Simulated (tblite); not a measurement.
C2H8BrGeO2 (charge −1): geometry relaxation (part 2 of 2)

C2H8BrGeO2, charge −1, SMILES C[O][GeH2-]([Br])[O]C; GFN2-xTB geometry optimisation, gas phase (tblite 0.8.0). 

Geometry of the input (Å):
```
C  -1.9946  -0.1947  -1.2093
O  -1.8438  0.5035  -0.0124
Ge -0.1970  0.9069  0.5918
O  0.6753  -0.6162  0.6193
C  2.0725  -0.6792  0.7071
H  -1.5642  -1.1949  -1.1919
H  -3.0917  -0.2968  -1.3875
H  -1.5762  0.3775  -2.0570
H  -0.3973  1.4962  1.9902
H  0.5065  1.8311  -0.4119
H  2.5466  -0.0567  -0.0928
H  2.4601  -0.3584  1.6785
H  2.3850  -1.7146  0.5524
Br -1.5795  3.0190  0.4065
```

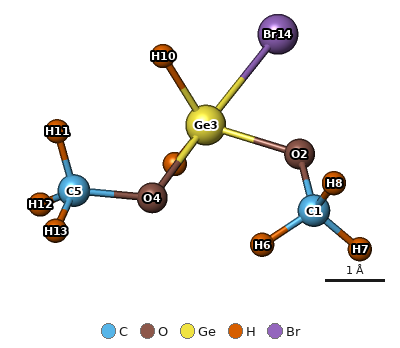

*The geometry at step 76 of the log (ball-and-stick view, seen at a tilt; atoms are numbered from 1 in the order of the input).*

### Trajectory as extended XYZ, continued
```
14
Properties=species:S:1:pos:R:3:forces:R:3 step=38 energy=-620.66141
C    -1.9405   -0.3152   -1.2040    0.0670   0.0290   0.0970
O    -1.8778    0.6809   -0.2248    0.1410  -0.0420  -0.2270
Ge   -0.3246    1.1674    0.5425   -0.1140  -0.0480  -0.0760
O     0.5323   -0.5743    0.4935   -0.1990  -0.0900  -0.0960
C     1.8924   -0.6011    0.6351   -0.1580   0.0050  -0.0300
H    -1.2832   -1.1495   -0.9386   -0.1730   0.0040  -0.0940
H    -2.9882   -0.6472   -1.2666    0.2250  -0.0330   0.0130
H    -1.6334    0.0667   -2.1951   -0.1010  -0.0590   0.2680
H    -0.3607    1.0889    2.0665   -0.0180   0.1200   0.0060
H     0.7476    1.6900   -0.4378    0.0400   0.1150   0.0860
H     2.3767    0.1361   -0.0218    0.1650   0.0610  -0.0590
H     2.2048   -0.3723    1.6637    0.0680  -0.0120   0.0960
H     2.2663   -1.5969    0.3736    0.0590  -0.0760  -0.0330
Br   -1.2100    3.4490    0.6965    0.0000   0.0240   0.0470
14
Properties=species:S:1:pos:R:3:forces:R:3 step=46 energy=-620.73250
C    -1.8972   -0.3457   -1.1901    0.0440   0.0410  -0.0620
O    -1.7239    0.8374   -0.4715   -0.1400  -0.1970  -0.0210
Ge   -0.3009    1.2359    0.5181    0.0600  -0.0070   0.0620
O     0.4757   -0.5364    0.4086    0.0040  -0.0450  -0.0790
C     1.8260   -0.6263    0.6015    0.0230   0.0100  -0.0300
H    -1.2265   -1.1373   -0.8478   -0.0910   0.1020   0.0280
H    -2.9406   -0.6710   -1.0806    0.1030   0.0070  -0.0070
H    -1.6926   -0.1580   -2.2542   -0.0790  -0.0620   0.0720
H    -0.3140    1.1111    2.0503   -0.0390   0.0350  -0.0210
H     0.8639    1.8601   -0.2743    0.0480   0.0410   0.1020
H     2.3630    0.1323    0.0170    0.1800   0.0940  -0.0740
H     2.1214   -0.4787    1.6517   -0.0530  -0.0210   0.0880
H     2.1907   -1.6111    0.2846   -0.0460  -0.0910  -0.0250
Br   -1.3431    3.4104    0.7696   -0.0130   0.0940  -0.0330
14
Properties=species:S:1:pos:R:3:forces:R:3 step=53 energy=-620.75726
C    -1.8995   -0.3579   -1.1866   -0.0110  -0.0520   0.0230
O    -1.7215    0.8351   -0.4903   -0.0260  -0.0140  -0.0590
Ge   -0.2978    1.2509    0.5087    0.0360   0.1160   0.0760
O     0.4951   -0.4963    0.3362   -0.0190   0.0010  -0.0700
C     1.8358   -0.6309    0.5793   -0.0640  -0.0150  -0.0060
H    -1.2288   -1.1354   -0.8274    0.0440  -0.0150   0.0050
H    -2.9336   -0.6916   -1.0482   -0.0410   0.0160   0.0090
H    -1.7238   -0.2156   -2.2618    0.0000   0.0720   0.0870
H    -0.3240    1.1417    2.0406   -0.0470  -0.0720  -0.0160
H     0.9150    1.9244   -0.1612   -0.0070   0.0450  -0.0180
H     2.4331    0.1164    0.0296    0.0280  -0.0300   0.0330
H     2.0767   -0.5175    1.6478    0.0310  -0.0040   0.0230
H     2.1546   -1.6320    0.2603    0.0600  -0.0080  -0.0140
Br   -1.3795    3.4313    0.7559    0.0160  -0.0400  -0.0720
14
Properties=species:S:1:pos:R:3:forces:R:3 step=61 energy=-620.76720
C    -1.9022   -0.3636   -1.1688   -0.0110  -0.0060   0.0020
O    -1.7191    0.8361   -0.4874    0.0370  -0.0050   0.0100
Ge   -0.2906    1.2727    0.5046    0.0050  -0.0170   0.0080
O     0.5156   -0.4701    0.2802   -0.0060   0.0230  -0.0170
C     1.8425   -0.6398    0.5697   -0.0200   0.0010   0.0010
H    -1.2245   -1.1403   -0.8163   -0.0060   0.0430  -0.0100
H    -2.9367   -0.6932   -1.0205   -0.0200  -0.0060   0.0260
H    -1.7399   -0.2137   -2.2430    0.0120  -0.0070   0.0020
H    -0.3591    1.1159    2.0340   -0.0120  -0.0070  -0.0590
H     0.9323    1.9841   -0.1207   -0.0180  -0.0450  -0.0030
H     2.4773    0.0972    0.0489    0.0200  -0.0040   0.0460
H     2.0499   -0.5463    1.6484    0.0190   0.0030  -0.0110
H     2.1550   -1.6439    0.2493    0.0140   0.0030  -0.0060
Br   -1.3986    3.4275    0.7045   -0.0140   0.0240   0.0120
14
Properties=species:S:1:pos:R:3:forces:R:3 step=68 energy=-620.76968
C    -1.9002   -0.3624   -1.1596   -0.0060  -0.0190  -0.0020
O    -1.7133    0.8511   -0.5051    0.0130   0.0240   0.0050
Ge   -0.2907    1.2760    0.4933   -0.0200  -0.0030  -0.0080
O     0.5190   -0.4636    0.2523    0.0190   0.0180   0.0040
C     1.8391   -0.6394    0.5657    0.0140  -0.0010   0.0100
H    -1.2088   -1.1210   -0.7997   -0.0050  -0.0200  -0.0090
H    -2.9287   -0.6980   -0.9874   -0.0210  -0.0030   0.0060
H    -1.7499   -0.2351   -2.2376   -0.0160   0.0080  -0.0210
H    -0.3830    1.0892    2.0107   -0.0080   0.0160   0.0100
H     0.9353    1.9835   -0.1161    0.0070  -0.0050  -0.0150
H     2.4881    0.1051    0.0746    0.0070   0.0090   0.0060
H     2.0292   -0.5635    1.6488   -0.0120  -0.0110   0.0120
H     2.1574   -1.6379    0.2345    0.0180  -0.0050  -0.0080
Br   -1.3917    3.4385    0.7085    0.0100  -0.0060   0.0110
14
Properties=species:S:1:pos:R:3:forces:R:3 step=76 energy=-620.77168
C    -1.9089   -0.3626   -1.1595   -0.0060  -0.0050  -0.0010
O    -1.7029    0.8568   -0.5209   -0.0120   0.0080  -0.0030
Ge   -0.2869    1.2776    0.4854   -0.0020  -0.0160  -0.0310
O     0.5353   -0.4561    0.2388    0.0080  -0.0090   0.0040
C     1.8497   -0.6375    0.5727    0.0090  -0.0120   0.0110
H    -1.2138   -1.1225   -0.8083    0.0130  -0.0020  -0.0180
H    -2.9342   -0.6936   -0.9595   -0.0200   0.0000  -0.0010
H    -1.7854   -0.2438   -2.2428   -0.0080  -0.0010   0.0110
H    -0.4077    1.0841    2.0009    0.0330  -0.0070  -0.0030
H     0.9360    1.9799   -0.1388   -0.0120   0.0190   0.0230
H     2.5098    0.1189    0.1140   -0.0220   0.0170   0.0250
H     2.0147   -0.5929    1.6616    0.0090   0.0050   0.0070
H     2.1792   -1.6260    0.2221   -0.0010  -0.0080  -0.0130
Br   -1.3830    3.4402    0.7174    0.0090   0.0120  -0.0130
14
Properties=species:S:1:pos:R:3:forces:R:3 step=84 energy=-620.77379
C    -1.9252   -0.3647   -1.1616    0.0180   0.0140  -0.0110
O    -1.6998    0.8600   -0.5385   -0.0030  -0.0100   0.0170
Ge   -0.2839    1.2748    0.4717    0.0230   0.0040  -0.0400
O     0.5509   -0.4569    0.2286   -0.0160  -0.0120  -0.0090
C     1.8600   -0.6375    0.5857   -0.0090   0.0040   0.0010
H    -1.2187   -1.1225   -0.8286    0.0130   0.0040  -0.0040
H    -2.9446   -0.6953   -0.9307    0.0000   0.0020   0.0040
H    -1.8335   -0.2509   -2.2490   -0.0090   0.0000   0.0190
H    -0.4004    1.0726    1.9838    0.0040   0.0120   0.0290
H     0.9335    1.9896   -0.1468    0.0100  -0.0190   0.0080
H     2.5191    0.1451    0.1723   -0.0070   0.0030   0.0070
H     2.0030   -0.6309    1.6794   -0.0170  -0.0060  -0.0090
H     2.2079   -1.6092    0.2047    0.0000   0.0240  -0.0010
Br   -1.3665    3.4485    0.7119   -0.0070  -0.0200  -0.0080
14
Properties=species:S:1:pos:R:3:forces:R:3 step=91 energy=-620.77775
C    -1.9501   -0.3692   -1.1577   -0.0120   0.0130   0.0130
O    -1.6928    0.8598   -0.5552    0.0040  -0.0130  -0.0100
Ge   -0.2592    1.2646    0.4324   -0.0420   0.0000   0.1040
O     0.5651   -0.4650    0.1728    0.0490   0.0080  -0.0050
C     1.8536   -0.6262    0.6069    0.0380  -0.0080   0.0040
H    -1.2044   -1.1156   -0.8873   -0.0100   0.0290  -0.0220
H    -2.9409   -0.7167   -0.8380    0.0350  -0.0080  -0.0240
H    -1.9571   -0.2478   -2.2483    0.0000  -0.0190   0.0340
H    -0.3579    1.0701    1.9544    0.0020   0.0090  -0.0230
H     0.9772    1.9683   -0.1539    0.0240   0.0130  -0.0370
H     2.5033    0.2269    0.3350   -0.0690  -0.0270   0.0240
H     1.9125   -0.7372    1.7039    0.0050  -0.0050  -0.0650
H     2.2839   -1.5286    0.1473   -0.0260   0.0090   0.0250
Br   -1.3313    3.4392    0.6706    0.0010  -0.0010  -0.0170
14
Properties=species:S:1:pos:R:3:forces:R:3 step=99 energy=-620.77890
C    -1.9499   -0.3676   -1.1564    0.0020   0.0000  -0.0010
O    -1.6969    0.8579   -0.5466   -0.0010  -0.0040  -0.0030
Ge   -0.2599    1.2636    0.4379   -0.0070  -0.0060   0.0070
O     0.5641   -0.4682    0.1697   -0.0040  -0.0010   0.0180
C     1.8512   -0.6265    0.6072    0.0000   0.0020   0.0060
H    -1.1983   -1.1102   -0.8969    0.0140   0.0000   0.0040
H    -2.9358   -0.7260   -0.8376    0.0020  -0.0070   0.0020
H    -1.9616   -0.2420   -2.2456   -0.0030   0.0100   0.0010
H    -0.3508    1.0746    1.9594    0.0010   0.0040  -0.0100
H     0.9784    1.9597   -0.1632   -0.0010   0.0080  -0.0070
H     2.4886    0.2365    0.3466    0.0120  -0.0150  -0.0010
H     1.9080   -0.7462    1.7014   -0.0050  -0.0070   0.0020
H     2.2885   -1.5230    0.1454   -0.0070   0.0090  -0.0150
Br   -1.3239    3.4400    0.6616   -0.0040   0.0070  -0.0020
14
Properties=species:S:1:pos:R:3:forces:R:3 step=106 energy=-620.78038
C    -1.9427   -0.3706   -1.1524   -0.0120  -0.0040   0.0150
O    -1.6937    0.8610   -0.5541    0.0010   0.0110   0.0210
Ge   -0.2602    1.2752    0.4303    0.0250   0.0280  -0.0200
O     0.5614   -0.4585    0.1734   -0.0030   0.0050   0.0130
C     1.8435   -0.6372    0.6180   -0.0140  -0.0020  -0.0120
H    -1.1544   -1.0888   -0.9367   -0.0040  -0.0030  -0.0050
H    -2.8981   -0.7610   -0.7824    0.0020  -0.0190   0.0010
H    -2.0190   -0.2386   -2.2374    0.0020   0.0030  -0.0250
H    -0.3353    1.1065    1.9551   -0.0150   0.0060  -0.0130
H     0.9709    1.9684   -0.1901   -0.0010  -0.0070   0.0130
H     2.4797    0.2448    0.4341    0.0020   0.0260  -0.0010
H     1.8821   -0.8432    1.6990    0.0040  -0.0010   0.0270
H     2.2960   -1.4898    0.0939    0.0120  -0.0370  -0.0200
Br   -1.3284    3.4544    0.6323    0.0010  -0.0080   0.0060
14
Properties=species:S:1:pos:R:3:forces:R:3 step=114 energy=-620.78092
C    -1.9381   -0.3713   -1.1512   -0.0010  -0.0030  -0.0010
O    -1.7003    0.8571   -0.5409    0.0050  -0.0020  -0.0010
Ge   -0.2612    1.2822    0.4318    0.0000   0.0020  -0.0040
O     0.5562   -0.4552    0.1862    0.0010   0.0000   0.0000
C     1.8417   -0.6421    0.6166    0.0030   0.0000   0.0000
H    -1.1440   -1.0852   -0.9417   -0.0020   0.0050   0.0000
H    -2.8897   -0.7756   -0.7864    0.0010  -0.0010   0.0020
H    -2.0134   -0.2303   -2.2359   -0.0040   0.0020  -0.0030
H    -0.3417    1.1214    1.9550   -0.0040  -0.0010   0.0060
H     0.9701    1.9716   -0.1911   -0.0020  -0.0060   0.0070
H     2.4803    0.2387    0.4287   -0.0060  -0.0050  -0.0010
H     1.8898   -0.8508    1.6977    0.0070   0.0020  -0.0010
H     2.2845   -1.4976    0.0857   -0.0010   0.0050   0.0000
Br   -1.3324    3.4596    0.6283    0.0020   0.0010  -0.0050
```

### Key numbers

| quantity | value |
| --- | --- |
| outcome | converged |
| total energy | −620.7809 eV |
| hardware | 1 CPU thread, shared host |
| wall time | 1.7 s |
| peak memory | 0.47 GiB |
